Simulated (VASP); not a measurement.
Band structure of SiO$_{2}$ (space group P6_222). Computed with r2SCAN meta-GGA, VASP's PBE PAW potentials (set 64) (plane waves; VASP 6.6.1).

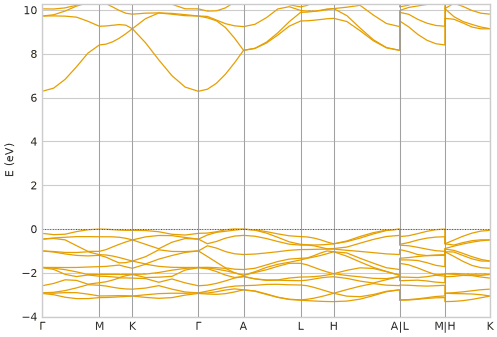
Figure. Bands along high-symmetry lines, zero at the valence-band maximum or, without a gap, the Fermi level

Task: Read the plot: is there a gap, and where are the band edges?

Result: The gap is indirect, 6.29 eV, from the valence maximum at (0.00, 0.00, 0.40) to the conduction minimum at Γ.

The structure comes from a computed database's SiO2 entry (P6_222); how it stands against other phases isn't given here. It was relaxed first.
